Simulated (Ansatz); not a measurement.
Input file:

```
crystal:
  periodic: [false, false, false]
  atoms:
    - {symbol: C, position_ang: [0.198774, 1.351247, 1.644559]}
    - {symbol: C, position_ang: [0.550028, -2.064464, 1.762392]}
    - {symbol: Al, position_ang: [0.102504, -0.401959, 0.862359]}
    - {symbol: Cl, position_ang: [-0.549259, -0.496491, -1.151251]}
    - {symbol: H, position_ang: [0.519947, 1.545834, 2.677236]}
    - {symbol: H, position_ang: [-0.061176, 2.274443, 1.109662]}
    - {symbol: H, position_ang: [-0.315412, -2.747753, 1.776989]}
    - {symbol: H, position_ang: [0.876197, -1.907157, 2.802359]}
    - {symbol: H, position_ang: [1.357114, -2.594045, 1.229226]}
basis:
  gaussian:
    orbitals: def2-TZVPD
hamiltonian:
  xc: {name: PBE0}
output: {forces: true, orbitals: {seedname: orbitals}}
magnetization:
  spin_polarized: true
  initial_magnetization: 1
```

Run with:

```sh
ansatz run input.yaml --threads 2 --pin off --max-ram 4350MiB --events-out events.jsonl --progress --plain --runs-dir runs
```

Geometry: PBE0-D3(BJ)/def2-SVP.

All numbers below come from Ansatz, isolated molecule in a Gaussian basis; Kohn-Sham density functional theory, functional PBE0.

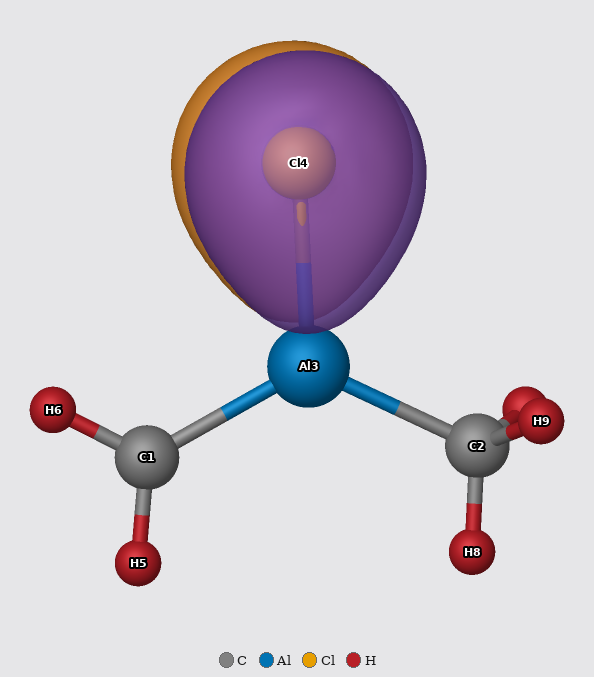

C2H5AlCl (SMILES [CH2][Al]([CH3])[Cl]) (doublet). The HOMO−1 (β) at ±0.1 Å⁻³ᐟ² (orange and purple are the two phases), seen at a tilt.

Where does this orbital lie, and at what energy?

Answer. By Hirshfeld shares it lies mainly on Cl4 (about 90 %); largely a lone pair of Cl4. Its energy is −9.13 eV.
